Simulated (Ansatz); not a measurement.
**Molecular dynamics of C₄H₁₄OSi₂ (part 2 of 3)**

Continued. System: C₄H₁₄OSi₂, SMILES C[SiH](C)O[SiH](C)C. Method: UKS PBE/def2-SVP (Ansatz 0.2.0). The geometry comes from this level: PBE0-D4/def2-TZVP.

Geometry of the input (Å):
```
C  0.4091  0.9445  2.3003
Si 0.6669  -0.5024  1.1538
C  0.6388  -2.1176  2.0758
O  -0.5179  -0.5352  0.0209
Si -1.0119  0.1113  -1.4033
C  -0.9038  1.9730  -1.3405
C  0.0193  -0.5665  -2.7996
H  1.1933  0.9816  3.0616
H  0.4291  1.8896  1.7522
H  -0.5548  0.8693  2.8108
H  1.9848  -0.3431  0.4661
H  -0.3216  -2.2594  2.5784
H  0.7912  -2.9575  1.3941
H  1.4268  -2.1483  2.8332
H  -2.4324  -0.2963  -1.5872
H  -1.4932  2.3735  -0.5120
H  0.1311  2.3038  -1.2137
H  -1.2836  2.4141  -2.2663
H  1.0701  -0.2879  -2.6809
H  -0.0398  -1.6570  -2.8347
H  -0.3261  -0.1790  -3.7621
```

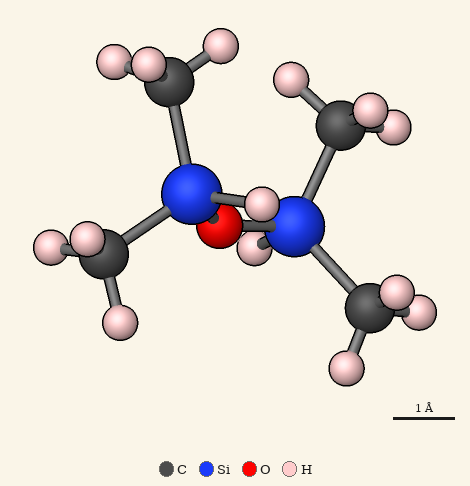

Figure 1. The geometry at step 7 of the log (ball-and-stick view, seen at a tilt).

Trajectory as extended XYZ, continued:
```
21
Properties=species:S:1:pos:R:3:forces:R:3 step=2 time_fs=1.0 energy=-22155.50907 temperature=474.5
C     0.4037    0.9536    2.2955   -0.4209  -0.7681   1.0720
Si    0.6699   -0.5077    1.1579    0.6688   0.2285   0.4335
C     0.6383   -2.1160    2.0806   -0.2744  -0.7667  -0.1690
O    -0.5120   -0.5384    0.0171   -0.4358  -0.4449   0.1621
Si   -1.0159    0.1197   -1.4049   -0.0866  -0.0996  -0.8113
C    -0.9083    1.9735   -1.3354   -0.0573   0.3513   0.0688
C     0.0213   -0.5769   -2.8098   -0.7400   0.7287   0.8080
H     1.2003    0.9621    3.0699    0.0319   0.1328  -0.0407
H     0.4190    1.8879    1.7569    0.1093   0.9220  -0.4925
H    -0.5739    0.9024    2.8499    0.3541  -0.0734  -0.2947
H     2.0082   -0.3376    0.4827    0.0975   0.0003  -0.0424
H    -0.3553   -2.2644    2.5766    0.3830  -0.0151  -0.0706
H     0.8205   -2.9819    1.3900   -0.1878   0.3197   0.1845
H     1.4486   -2.1566    2.8247    0.0845   0.0376   0.3443
H    -2.4331   -0.2852   -1.5649   -0.4221  -0.1179  -0.1037
H    -1.5081    2.3627   -0.4792    0.1459   0.0457  -0.2280
H     0.1455    2.2885   -1.2221    0.1132   0.1134   0.1279
H    -1.2715    2.4207   -2.2815   -0.1393   0.0872   0.0177
H     1.0501   -0.3047   -2.6958    1.3476   0.4028   0.1804
H    -0.0248   -1.6395   -2.8641   -0.1504  -1.5899   0.0254
H    -0.3158   -0.1933   -3.7529   -0.4211   0.5055  -1.1716
21
Properties=species:S:1:pos:R:3:forces:R:3 step=3 time_fs=1.5 energy=-22155.42136 temperature=439.5
C     0.4009    0.9579    2.2934   -0.5674  -0.9599   1.5485
Si    0.6715   -0.5103    1.1600    0.6490   0.3507   0.3328
C     0.6380   -2.1154    2.0830   -0.3364  -1.1649  -0.1720
O    -0.5092   -0.5402    0.0152   -0.3925  -0.4110   0.1318
Si   -1.0179    0.1239   -1.4058    0.0290  -0.3116  -0.7997
C    -0.9105    1.9738   -1.3328   -0.0319   0.5978   0.0825
C     0.0222   -0.5819   -2.8147   -0.9720   0.9745   1.0437
H     1.2041    0.9527    3.0742   -0.1429   0.1915  -0.2449
H     0.4143    1.8901    1.7576    0.1535   1.0291  -0.5419
H    -0.5827    0.9187    2.8687    0.6889  -0.1074  -0.5400
H     2.0204   -0.3349    0.4907   -0.0120  -0.0168   0.0062
H    -0.3713   -2.2670    2.5756    0.7506   0.0126  -0.1944
H     0.8347   -2.9934    1.3884   -0.3118   0.6299   0.3920
H     1.4600   -2.1606    2.8217   -0.0961   0.0689   0.2953
H    -2.4350   -0.2801   -1.5541   -0.4496  -0.1271  -0.1243
H    -1.5153    2.3576   -0.4633    0.3393  -0.0184  -0.5142
H     0.1534    2.2813   -1.2259   -0.1040   0.0814   0.1574
H    -1.2660    2.4245   -2.2893   -0.1125   0.0095   0.2574
H     1.0445   -0.3119   -2.7027    1.6157   0.4973   0.2263
H    -0.0178   -1.6359   -2.8787   -0.1966  -1.9398   0.0435
H    -0.3121   -0.1988   -3.7522   -0.5004   0.6137  -1.3861
21
Properties=species:S:1:pos:R:3:forces:R:3 step=4 time_fs=2.0 energy=-22155.32955 temperature=402.7
C     0.3980    0.9621    2.2915   -0.6573  -1.0455   1.9054
Si    0.6731   -0.5129    1.1622    0.6286   0.4709   0.2338
C     0.6376   -2.1151    2.0853   -0.3408  -1.4912  -0.1529
O    -0.5065   -0.5419    0.0133   -0.3499  -0.3759   0.1014
Si   -1.0200    0.1281   -1.4068    0.1191  -0.5226  -0.7805
C    -0.9127    1.9742   -1.3303    0.0220   0.8097   0.0717
C     0.0228   -0.5867   -2.8194   -1.1040   1.1165   1.1583
H     1.2076    0.9438    3.0779   -0.2954   0.2528  -0.4236
H     0.4100    1.8948    1.7570    0.1930   1.0327  -0.5340
H    -0.5898    0.9347    2.8862    0.9469  -0.1471  -0.7470
H     2.0326   -0.3322    0.4988   -0.1188  -0.0342   0.0520
H    -0.3856   -2.2695    2.5741    1.0512   0.0339  -0.2845
H     0.8481   -3.0034    1.3876   -0.4232   0.8775   0.5499
H     1.4712   -2.1645    2.8195   -0.2800   0.0997   0.2375
H    -2.4378   -0.2753   -1.5436   -0.4558  -0.1305  -0.1422
H    -1.5217    2.3525   -0.4485    0.4995  -0.0626  -0.7545
H     0.1610    2.2743   -1.2293   -0.3107   0.0540   0.1858
H    -1.2607    2.4282   -2.2965   -0.0918  -0.0608   0.4764
H     1.0427   -0.3178   -2.7091    1.7254   0.5461   0.2513
H    -0.0112   -1.6369   -2.8932   -0.2286  -2.0883   0.0645
H    -0.3095   -0.2029   -3.7547   -0.5294   0.6649  -1.4687
21
Properties=species:S:1:pos:R:3:forces:R:3 step=5 time_fs=2.5 energy=-22155.25575 temperature=372.9
C     0.3950    0.9660    2.2901   -0.6974  -1.0221   2.1268
Si    0.6748   -0.5155    1.1644    0.6048   0.5878   0.1398
C     0.6372   -2.1150    2.0876   -0.2949  -1.7381  -0.1207
O    -0.5038   -0.5438    0.0115   -0.3084  -0.3402   0.0706
Si   -1.0220    0.1322   -1.4078    0.1832  -0.7304  -0.7538
C    -0.9150    1.9748   -1.3277    0.0988   0.9760   0.0392
C     0.0232   -0.5913   -2.8238   -1.1197   1.1385   1.1346
H     1.2104    0.9355    3.0805   -0.4158   0.3140  -0.5673
H     0.4061    1.9020    1.7551    0.2278   0.9302  -0.4686
H    -0.5946    0.9504    2.9020    1.1250  -0.1901  -0.9099
H     2.0445   -0.3296    0.5071   -0.2191  -0.0512   0.0931
H    -0.3973   -2.2720    2.5719    1.2764   0.0476  -0.3392
H     0.8605   -3.0113    1.3882   -0.5181   1.0574   0.6558
H     1.4817   -2.1681    2.8178   -0.4558   0.1294   0.1801
H    -2.4418   -0.2707   -1.5334   -0.4400  -0.1280  -0.1578
H    -1.5269    2.3472   -0.4356    0.6207  -0.0853  -0.9398
H     0.1679    2.2674   -1.2322   -0.4929   0.0342   0.2135
H    -1.2557    2.4318   -2.3026   -0.0804  -0.1183   0.6623
H     1.0451   -0.3225   -2.7148    1.6569   0.5433   0.2531
H    -0.0052   -1.6429   -2.9076   -0.2474  -2.0064   0.0945
H    -0.3082   -0.2054   -3.7608   -0.5037   0.6519  -1.4063
21
Properties=species:S:1:pos:R:3:forces:R:3 step=6 time_fs=3.0 energy=-22155.21061 temperature=354.5
C     0.3918    0.9697    2.2891   -0.6949  -0.9032   2.2130
Si    0.6766   -0.5180    1.1666    0.5754   0.7005   0.0534
C     0.6366   -2.1153    2.0898   -0.2085  -1.9027  -0.0836
O    -0.5011   -0.5457    0.0096   -0.2686  -0.3039   0.0394
Si   -1.0240    0.1363   -1.4089    0.2225  -0.9331  -0.7202
C    -0.9172    1.9756   -1.3251    0.1924   1.0903  -0.0110
C     0.0233   -0.5957   -2.8281   -1.0226   1.0497   0.9778
H     1.2122    0.9279    3.0818   -0.4980   0.3725  -0.6703
H     0.4028    1.9114    1.7521    0.2578   0.7352  -0.3546
H    -0.5968    0.9656    2.9155    1.2245  -0.2341  -1.0261
H     2.0558   -0.3271    0.5155   -0.3101  -0.0675   0.1283
H    -0.4059   -2.2743    2.5690    1.4228   0.0530  -0.3594
H     0.8716   -3.0167    1.3904   -0.5939   1.1689   0.7100
H     1.4911   -2.1714    2.8165   -0.6131   0.1576   0.1310
H    -2.4469   -0.2665   -1.5236   -0.4031  -0.1202  -0.1714
H    -1.5306    2.3417   -0.4249    0.7002  -0.0866  -1.0652
H     0.1736    2.2606   -1.2347   -0.6401   0.0237   0.2407
H    -1.2509    2.4352   -2.3071   -0.0802  -0.1595   0.8064
H     1.0514   -0.3258   -2.7199    1.4212   0.4913   0.2336
H     0.0002   -1.6537   -2.9217   -0.2562  -1.7097   0.1374
H    -0.3082   -0.2063   -3.7702   -0.4276   0.5778  -1.2092
21
Properties=species:S:1:pos:R:3:forces:R:3 step=7 time_fs=3.5 energy=-22155.19254 temperature=346.9
C     0.3885    0.9733    2.2885   -0.6557  -0.7144   2.1750
Si    0.6784   -0.5205    1.1688    0.5381   0.8078  -0.0231
C     0.6361   -2.1159    2.0921   -0.0907  -1.9843  -0.0482
O    -0.4985   -0.5476    0.0078   -0.2305  -0.2675   0.0077
Si   -1.0260    0.1403   -1.4100    0.2397  -1.1289  -0.6807
C    -0.9193    1.9766   -1.3225    0.2970   1.1495  -0.0755
C     0.0233   -0.5999   -2.8321   -0.8350   0.8809   0.7146
H     1.2128    0.9212    3.0815   -0.5388   0.4261  -0.7300
H     0.4001    1.9225    1.7482    0.2828   0.4733  -0.2072
H    -0.5960    0.9803    2.9266    1.2482  -0.2767  -1.0942
H     2.0664   -0.3247    0.5242   -0.3891  -0.0823   0.1565
H    -0.4111   -2.2766    2.5652    1.4896   0.0497  -0.3465
H     0.8814   -3.0192    1.3942   -0.6486   1.2125   0.7142
H     1.4990   -2.1744    2.8156   -0.7438   0.1834   0.0963
H    -2.4529   -0.2626   -1.5142   -0.3472  -0.1075  -0.1836
H    -1.5326    2.3360   -0.4168    0.7370  -0.0673  -1.1284
H     0.1778    2.2538   -1.2365   -0.7450   0.0234   0.2671
H    -1.2462    2.4381   -2.3096   -0.0917  -0.1818   0.9030
H     1.0611   -0.3280   -2.7245    1.0561   0.4006   0.1977
H     0.0050   -1.6686   -2.9355   -0.2589  -1.2517   0.1933
H    -0.3091   -0.2058   -3.7826   -0.3135   0.4551  -0.9080
21
Properties=species:S:1:pos:R:3:forces:R:3 step=8 time_fs=4.0 energy=-22155.19225 temperature=346.5
C     0.3851    0.9767    2.2883   -0.5824  -0.4871   2.0286
Si    0.6802   -0.5229    1.1709    0.4911   0.9089  -0.0881
C     0.6355   -2.1170    2.0943    0.0514  -1.9821  -0.0188
O    -0.4959   -0.5496    0.0060   -0.1944  -0.2311  -0.0245
Si   -1.0280    0.1442   -1.4113    0.2390  -1.3164  -0.6367
C    -0.9215    1.9778   -1.3199    0.4079   1.1527  -0.1518
C     0.0231   -0.6038   -2.8360   -0.5906   0.6730   0.3847
H     1.2121    0.9156    3.0795   -0.5371   0.4727  -0.7458
H     0.3981    1.9348    1.7439    0.3024   0.1761  -0.0442
H    -0.5922    0.9943    2.9351    1.1982  -0.3162  -1.1129
H     2.0761   -0.3226    0.5334   -0.4545  -0.0955   0.1771
H    -0.4128   -2.2787    2.5605    1.4760   0.0375  -0.3017
H     0.8895   -3.0189    1.3998   -0.6805   1.1891   0.6694
H     1.5052   -2.1769    2.8149   -0.8418   0.2062   0.0799
H    -2.4597   -0.2589   -1.5052   -0.2756  -0.0909  -0.1948
H    -1.5329    2.3301   -0.4114    0.7309  -0.0286  -1.1283
H     0.1801    2.2472   -1.2378   -0.8030   0.0333   0.2925
H    -1.2418    2.4406   -2.3100   -0.1150  -0.1839   0.9490
H     1.0734   -0.3292   -2.7286    0.6143   0.2857   0.1521
H     0.0092   -1.6865   -2.9489   -0.2589  -0.7052   0.2587
H    -0.3108   -0.2043   -3.7971   -0.1776   0.3017  -0.5445
21
Properties=species:S:1:pos:R:3:forces:R:3 step=9 time_fs=4.5 energy=-22155.19842 temperature=348.9
C     0.3815    0.9800    2.2886   -0.4752  -0.2521   1.7896
Si    0.6821   -0.5252    1.1731    0.4330   1.0030  -0.1407
C     0.6349   -2.1185    2.0965    0.2127  -1.8952   0.0029
O    -0.4934   -0.5516    0.0042   -0.1602  -0.1951  -0.0568
Si   -1.0299    0.1479   -1.4125    0.2247  -1.4945  -0.5895
C    -0.9235    1.9793   -1.3173    0.5221   1.1003  -0.2384
C     0.0228   -0.6077   -2.8398   -0.3256   0.4635   0.0314
H     1.2102    0.9111    3.0757   -0.4931   0.5107  -0.7185
H     0.3968    1.9475    1.7394    0.3164  -0.1256   0.1171
H    -0.5856    1.0075    2.9410    1.0753  -0.3505  -1.0803
H     2.0847   -0.3207    0.5429   -0.5049  -0.1065   0.1898
H    -0.4110   -2.2807    2.5551    1.3815   0.0161  -0.2264
H     0.8961   -3.0157    1.4070   -0.6879   1.0988   0.5762
H     1.5093   -2.1789    2.8144   -0.9031   0.2255   0.0844
H    -2.4672   -0.2554   -1.4968   -0.1922  -0.0716  -0.2052
H    -1.5314    2.3242   -0.4086    0.6822   0.0283  -1.0644
H     0.1806    2.2405   -1.2383   -0.8117   0.0532   0.3164
H    -1.2376    2.4427   -2.3081   -0.1493  -0.1652   0.9427
H     1.0871   -0.3297   -2.7323    0.1497   0.1619   0.1037
H     0.0127   -1.7061   -2.9616   -0.2585  -0.1413   0.3277
H    -0.3129   -0.2020   -3.8129   -0.0361   0.1363  -0.1615
21
Properties=species:S:1:pos:R:3:forces:R:3 step=10 time_fs=5.0 energy=-22155.20143 temperature=350.0
C     0.3779    0.9833    2.2892   -0.3319  -0.0352   1.4712
Si    0.6841   -0.5274    1.1753    0.3622   1.0894  -0.1802
C     0.6344   -2.1203    2.0987    0.3901  -1.7225   0.0168
O    -0.4908   -0.5537    0.0023   -0.1278  -0.1594  -0.0890
Si   -1.0318    0.1516   -1.4138    0.2018  -1.6621  -0.5406
C    -0.9254    1.9810   -1.3148    0.6371   0.9942  -0.3346
C     0.0224   -0.6114   -2.8436   -0.0711   0.2798  -0.3079
H     1.2070    0.9078    3.0701   -0.4081   0.5390  -0.6503
H     0.3962    1.9599    1.7352    0.3244  -0.4064   0.2629
H    -0.5764    1.0199    2.9442    0.8793  -0.3780  -0.9940
H     2.0921   -0.3190    0.5529   -0.5392  -0.1151   0.1944
H    -0.4058   -2.2827    2.5492    1.2054  -0.0145  -0.1216
H     0.9010   -3.0099    1.4155   -0.6688   0.9412   0.4346
H     1.5113   -2.1803    2.8141   -0.9254   0.2405   0.1105
H    -2.4752   -0.2522   -1.4888   -0.1014  -0.0507  -0.2152
H    -1.5283    2.3183   -0.4085    0.5916   0.1018  -0.9368
H     0.1791    2.2341   -1.2380   -0.7704   0.0822   0.3384
H    -1.2339    2.4444   -2.3040   -0.1938  -0.1255   0.8843
H     1.1012   -0.3298   -2.7358   -0.2929   0.0415   0.0575
H     0.0157   -1.7260   -2.9735   -0.2586   0.3848   0.3945
H    -0.3151   -0.1994   -3.8291    0.0975  -0.0250   0.2050
21
Properties=species:S:1:pos:R:3:forces:R:3 step=11 time_fs=5.5 energy=-22155.19431 temperature=347.0
C     0.3741    0.9865    2.2902   -0.1496   0.1446   1.0841
Si    0.6860   -0.5296    1.1775    0.2777   1.1675  -0.2066
C     0.6340   -2.1225    2.1010    0.5803  -1.4647   0.0248
O    -0.4883   -0.5557    0.0005   -0.0968  -0.1243  -0.1204
Si   -1.0338    0.1551   -1.4152    0.1746  -1.8186  -0.4912
C    -0.9272    1.9829   -1.3124    0.7510   0.8377  -0.4395
C     0.0220   -0.6151   -2.8474    0.1510   0.1370  -0.6056
H     1.2029    0.9058    3.0630   -0.2850   0.5568  -0.5444
H     0.3965    1.9713    1.7317    0.3264  -0.6478   0.3834
H    -0.5651    1.0314    2.9451    0.6101  -0.3968  -0.8518
H     2.0982   -0.3176    0.5634   -0.5570  -0.1211   0.1909
H    -0.3978   -2.2847    2.5430    0.9491  -0.0542   0.0110
H     0.9043   -3.0019    1.4251   -0.6217   0.7170   0.2453
H     1.5111   -2.1812    2.8140   -0.9081   0.2508   0.1580
H    -2.4834   -0.2490   -1.4813   -0.0075  -0.0292  -0.2248
H    -1.5238    2.3127   -0.4105    0.4609   0.1902  -0.7476
H     0.1758    2.2278   -1.2370   -0.6802   0.1196   0.3579
H    -1.2305    2.4457   -2.2977   -0.2471  -0.0654   0.7754
H     1.1146   -0.3298   -2.7392   -0.6827  -0.0665   0.0172
H     0.0180   -1.7450   -2.9845   -0.2594   0.8381   0.4544
H    -0.3171   -0.1968   -3.8448    0.2139  -0.1705   0.5294
```
